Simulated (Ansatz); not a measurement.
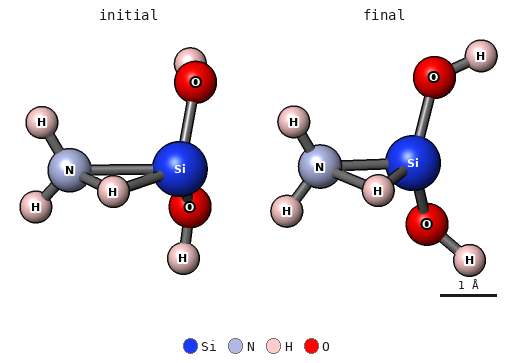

The structure of SiNH5O2 (charge +1) before (left) and after (right) a saddle-point search, at one scale.

The picture is a ball-and-stick view, seen from a free direction.

All numbers below come from RKS PBE0-D4/def2-SVP in Ansatz.

Input
```yaml
crystal:
  periodic: [false, false, false]
  atoms:
    - {symbol: Si, position_ang: [-0.917100, -0.047700, 0.026900]}
    - {symbol: N, position_ang: [0.881900, -0.923900, -0.064400]}
    - {symbol: H, position_ang: [-0.205000, -1.568300, 0.085600]}
    - {symbol: O, position_ang: [-0.617300, 1.177400, 1.092900]}
    - {symbol: O, position_ang: [-0.982200, 0.717400, -1.400700]}
    - {symbol: H, position_ang: [1.570400, -0.904700, 0.680500]}
    - {symbol: H, position_ang: [1.355500, -1.015900, -0.955200]}
    - {symbol: H, position_ang: [-0.527800, 0.990600, 2.020700]}
    - {symbol: H, position_ang: [-0.558400, 1.575200, -1.486200]}
basis:
  gaussian: {orbitals: def2-SVP}
total_charge: 1
hamiltonian: {xc: pbe0, dispersion: d4}
saddle:
  max_steps: 30
  mode_guess:
    - [-0.4641, 0.1333, 0.0581]
    - [-0.2418, -0.2605, 0.0780]
    - [0.7502, 0.0470, -0.1325]
    - [0.0383, 0.0533, -0.0297]
    - [0.0591, 0.0450, -0.0487]
    - [-0.1172, -0.0483, 0.0284]
    - [-0.1058, -0.0182, 0.0402]
    - [0.0446, 0.0077, 0.0184]
    - [0.0366, 0.0407, -0.0122]
```

Run as
```bash
ansatz run in.yaml --threads 4 --pin off --events-out ev --progress --plain --max-ram 9574MiB
```

Question: Summarise the run.

Answer: The relaxation stopped without meeting its thresholds, so the last structure isn't shown to be converged. The input was poor on purpose: wrong charge. The energy falls by 14.6 kcal/mol in 29 geometry steps. Largest force component: 4.1 eV/Å at the start, 1.6 eV/Å at the end. The largest move after the best rigid fit is that of H9, 0.76 Å. By element the largest moves are H 0.76 Å, Si 0.60 Å, O 0.47 Å, N 0.14 Å. Near-neighbour distances that change, for instance: Si1–N2 2.003 → 1.771 Å, N2–H3 1.272 → 1.455 Å, O4–H8 0.951 → 1.009 Å, Si1–O4 1.651 → 1.610 Å. Among the angles between lasting bonds that change: O4–Si1–O5 103.0° → 126.1°, N2–Si1–H3 39.2° → 50.1°, Si1–O5–H9 118.8° → 128.3°. The run took 2.1 min on 4 threads of Intel Xeon @ 2.70GHz (shared host).
